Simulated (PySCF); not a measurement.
Molecule: SMILES N[SiH](O)O. Atoms near the plane z = 0.0 Å, at the PBE0/def2-SVP optimised geometry (x, y, z in Å): Si1 (-0.3, -0.8, 0.0), N2 (-0.9, 0.8, 0.0), O4 (1.4, -0.8, 0.0), H6 (-1.8, 1.0, -0.5), H7 (-0.9, 1.4, 0.8), H9 (1.8, -0.2, -0.6).

Computed with PBE0/def2-TZVP (PySCF 2.14.0). Cells within 0.4 Å of a nucleus heavier than hydrogen are left out (blank, or x). The values are rescaled to run from 0 to 1.

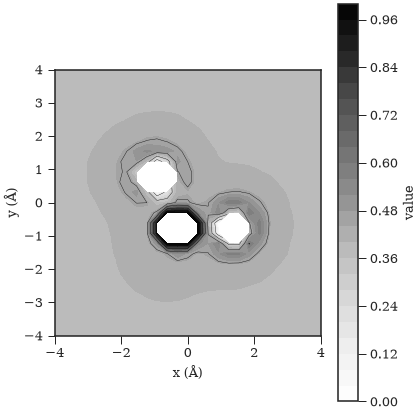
Figure: a field on the plane z = 0.0 Å.

Question: Which quantity is mapped?
A. Laplacian of the electron density
B. log10 of the electron density
C. electrostatic potential
D. deformation density (molecule minus spherical neutral atoms)

Answer: A, Laplacian of the electron density. In full: Laplacian of the electron density (e/bohr⁵), clipped to [-1.50, 1.50].
